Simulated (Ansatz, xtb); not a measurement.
**Redistribution: SiH2(SiH3)Br + SiH3(OH) → SiH2(OH)(SiH3) + SiH3Br**

Species: SiH2(SiH3)Br, singlet; SiH3(OH) (silanol), singlet; SiH2(OH)(SiH3), singlet; SiH3Br `[SiH3]Br`, singlet. The partners trade Br for OH; both sit on Si, so the bond types are kept.

Shapes, held fixed at every level: PBE0-D4/def2-TZVP. Flexible molecules stand in one conformer, not always the lowest. Programs: Ansatz 0.2.0, xtb 6.7.1. The zero-point and thermal change to 298 K, harmonic and unscaled (PBE0-D4/def2-TZVP), is -0.4 kJ/mol.

| level | kind | ΔH(298 K) (kJ/mol) | less CCSD(T)/def2-TZVPP |
| --- | --- | --- | --- |
| GFN1-xTB | semi-empirical | +4.7 | -3.7 |
| HF/def2-SVP | Hartree–Fock | +8.2 | -0.2 |
| PBE-D4/def2-TZVPP | GGA | +6.3 | -2.1 |
| r2SCAN-D4/def2-TZVPP | meta-GGA | +6.9 | -1.5 |
| B3LYP-D4/def2-TZVPP | global hybrid | +7.7 | -0.7 |
| wB97X-V/def2-TZVPP | range-separated hybrid | +7.3 | -1.1 |
| CCSD/def2-SVP | coupled cluster or CI | +8.8 | +0.4 |
| CCSD/def2-TZVPP | coupled cluster or CI | +8.2 | -0.2 |
| CCSD(T)/def2-TZVPP | coupled cluster or CI | +8.4 | 0.0 |

The highest level, CCSD(T)/def2-TZVPP, gives ΔH(298 K) = +8.4 kJ/mol; the levels span +4.7 to +8.8. The column of differences is taken from that level and isn't an error. No measured value is set beside it here. Relativity is left out for Br unless named. Correlated rows may include outer-core shells of Br, which these sets cover unevenly.

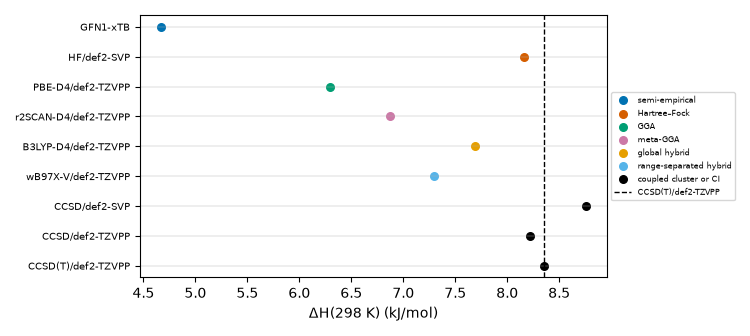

The values of the table, level by level.
